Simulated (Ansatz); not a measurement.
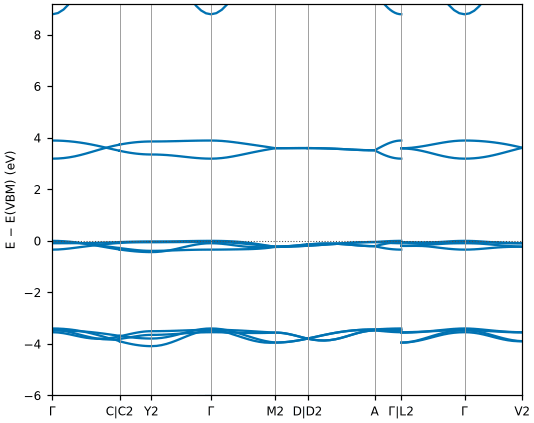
Fig. 1. Band structure from the program Ansatz at the PBEsol level (PAW)

**Question.** Read off the gap and where the band edges lie.

**Answer.** About 3.2 eV (3.19 eV by a search for the band edges); maximum at Γ, minimum at Γ.

The material is F in space group C2/c (No. 15; F on 8f).

The cell was relaxed with PBEsol under the symmetry of its start. The substance is a gas or liquid at ambient conditions; this is its low-temperature solid. A crystal of weakly bound molecules computed without a dispersion correction: the cell and the soft elastic constants depend strongly on that.

Potentials: the later of the program's two PAW sets.
